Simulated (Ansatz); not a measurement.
```yaml
atoms:
  - { symbol: Li, position_ang: [-0.6333, -0.4298, -2.5535] }
  - { symbol: Si, position_ang: [0.1483, 0.1000, 0.5950] }
  - { symbol: H, position_ang: [-0.5605, 1.3436, 0.9521] }
  - { symbol: H, position_ang: [-0.2308, -0.1422, -0.8660] }
  - { symbol: H, position_ang: [-0.3419, -1.0996, 1.3004] }
  - { symbol: H, position_ang: [1.6181, 0.2279, 0.5719] }
```

Geometry: PBE0-D4/def2-TZVP.

Theory: RKS PBE0-D4/def2-TZVPPD in Ansatz.

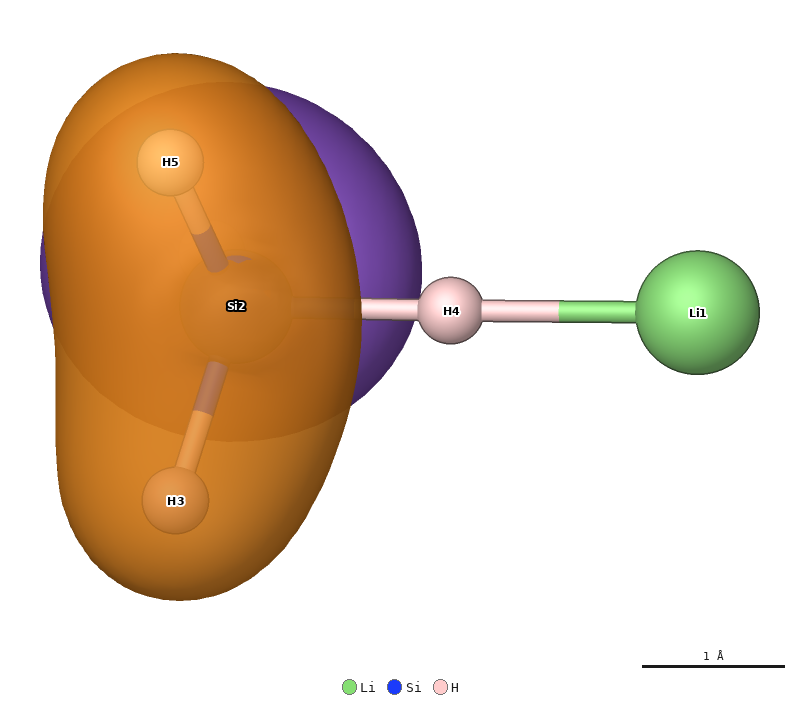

H4LiSi (charge +1). The HOMO at ±0.1 Å⁻³ᐟ² (orange and purple are the two phases), seen across its widest extent.

### Where does this orbital lie, and at what energy?

Its weight (Hirshfeld) is mainly on Si2 (about 45 %), H6 (about 35 %), H5 (about 10 %) and H3 (about 10 %). It is one of a degenerate set, so its orientation is arbitrary. Its energy is −14.37 eV.
